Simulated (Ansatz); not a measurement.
Start from BN in the zinc blende structure (space group F-43m, No. 216; a = 3.5805 Å). Axes: x, y, z lie along the cube axes.

Now apply this change: compressive biaxial strain of 2.50 % in the plane normal to [111], as in epitaxy on a mismatched substrate; the out-of-plane cell vector and the atoms relax.

Computed with Ansatz (a quantum-chemistry and plane-wave program), LDA, PAW, cutoff 420 eV, no spin-orbit coupling.

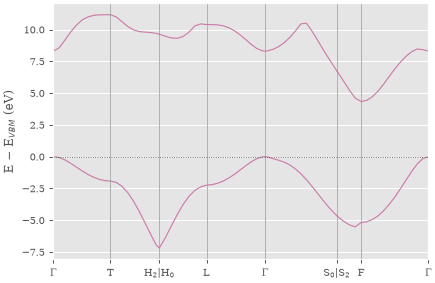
Fig. 1. Highest valence and lowest conduction band along the path of the changed cell's own zone

The gap is 4.34 eV, indirect, Γ → F; the base has 4.39 eV.

Stability against distortions was not tested. k-point labels follow each cell's own Brillouin zone.
